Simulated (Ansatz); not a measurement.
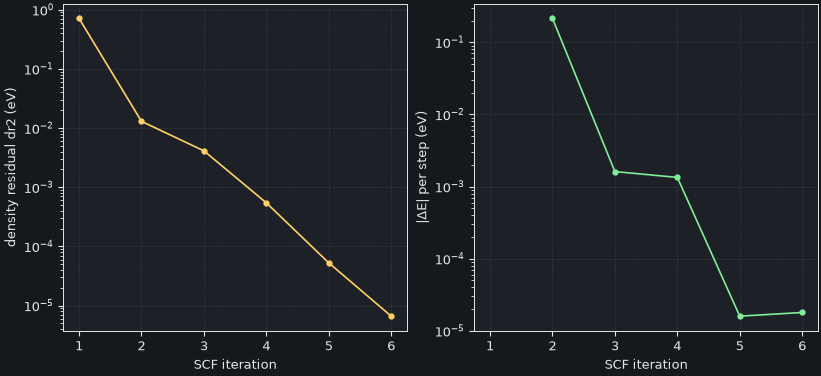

The plot shows the SCF iterations of a calculation: density residual dr2, step-to-step change of the Harris–Foulkes energy. The starting density is a sum of atomic densities corrected by a trained network.

K$_{8}$MgZn$_{7}$F$_{24}$ (40 atoms in the cell), run with Ansatz.

```
crystal:
  lattice:
    - [8.089888, 0.000000, 0.000000]
    - [0.000000, 8.089888, 0.000000]
    - [0.000000, 0.000000, 8.089888]
  atoms:
    - { symbol: K, position: [0.004708, 0.000868, 0.003768] }
    - { symbol: K, position: [0.997320, 0.001894, 0.500352] }
    - { symbol: K, position: [0.998605, 0.501576, 0.999464] }
    - { symbol: K, position: [0.997285, 0.503592, 0.495466] }
    - { symbol: K, position: [0.493890, 0.999643, 0.995180] }
    - { symbol: K, position: [0.499463, 0.003241, 0.501509] }
    - { symbol: K, position: [0.494107, 0.499997, 0.996376] }
    - { symbol: K, position: [0.499133, 0.498778, 0.500461] }
    - { symbol: Mg, position: [0.248831, 0.250524, 0.253525] }
    - { symbol: Zn, position: [0.249559, 0.249296, 0.751056] }
    - { symbol: Zn, position: [0.251445, 0.749392, 0.251995] }
    - { symbol: Zn, position: [0.249198, 0.746059, 0.750139] }
    - { symbol: Zn, position: [0.749730, 0.249750, 0.249587] }
    - { symbol: Zn, position: [0.748111, 0.249628, 0.747802] }
    - { symbol: Zn, position: [0.748324, 0.748042, 0.252468] }
    - { symbol: Zn, position: [0.752188, 0.753725, 0.750799] }
    - { symbol: F, position: [0.248577, 0.244842, 0.000723] }
    - { symbol: F, position: [0.251350, 0.249302, 0.501975] }
    - { symbol: F, position: [0.249753, 0.751967, 0.000175] }
    - { symbol: F, position: [0.254626, 0.750427, 0.503141] }
    - { symbol: F, position: [0.752430, 0.248472, 0.998725] }
    - { symbol: F, position: [0.750213, 0.245853, 0.500194] }
    - { symbol: F, position: [0.750497, 0.750371, 0.002536] }
    - { symbol: F, position: [0.747855, 0.748088, 0.502046] }
    - { symbol: F, position: [0.001466, 0.250450, 0.254487] }
    - { symbol: F, position: [0.997415, 0.250037, 0.756130] }
    - { symbol: F, position: [0.004751, 0.749247, 0.249475] }
    - { symbol: F, position: [0.999218, 0.752194, 0.751015] }
    - { symbol: F, position: [0.496146, 0.250437, 0.251107] }
    - { symbol: F, position: [0.502286, 0.249901, 0.750125] }
    - { symbol: F, position: [0.498609, 0.751989, 0.246804] }
    - { symbol: F, position: [0.499132, 0.749698, 0.745183] }
    - { symbol: F, position: [0.246234, 0.999688, 0.252711] }
    - { symbol: F, position: [0.254228, 0.998139, 0.751261] }
    - { symbol: F, position: [0.249626, 0.501219, 0.251220] }
    - { symbol: F, position: [0.249261, 0.501968, 0.747478] }
    - { symbol: F, position: [0.750863, 0.002463, 0.249435] }
    - { symbol: F, position: [0.747105, 0.002452, 0.748404] }
    - { symbol: F, position: [0.748865, 0.503847, 0.247657] }
    - { symbol: F, position: [0.750107, 0.498759, 0.751586] }
  symmetry: { detect: false }
kpoints:
  mp_grid: { grid: [1, 1, 1], shift: [0.25, 0.25, 0.25] }
basis: { xc_grid: 3 }
hamiltonian:
  xc: pbesol
scf:
  occupations: { method: fermi_dirac, width: 0.01 }
  max_iter: 6
  convergence: { dr2_threshold: 1e-09 }
output:
  forces: true
  eigenvalues: true
  stress: true
```

Command:
```bash
ansatz run in.yaml --threads 7 --pin off --max-ram 13300MiB --runs-dir r --events-out ev --progress --plain
```

### Did the calculation converge?

It did not converge: it stopped after 6 iterations. The residual is still falling at the last step (down to 7 × 10⁻⁶).
